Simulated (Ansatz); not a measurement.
A computed series for Nb3Ir: pressure series

The parent structure is Nb$_{3}$Ir in the A15 (Cr3Si type) structure (space group Pm-3n, No. 223; a = 5.1115 Å).

Cell and atoms are relaxed at each pressure.

Calculations: PBEsol (Ansatz, a program for electronic structure), no SOC.

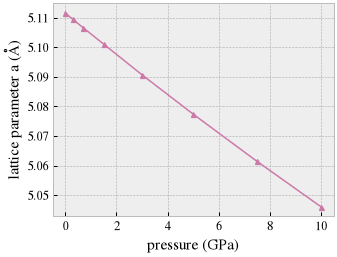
Figure: Lattice parameter a against pressure

```csv
pressure (GPa),lattice parameter a
0.3,5.109 Å
0.7,5.107 Å
1.5,5.101 Å
3,5.091 Å
5,5.077 Å
7.5,5.061 Å
10,5.046 Å
```

Load acts through the strain it causes; cell and atoms are relaxed under it. No phonon test of stability was made. No other phases were tried under pressure. The final runs are not spin-polarised.
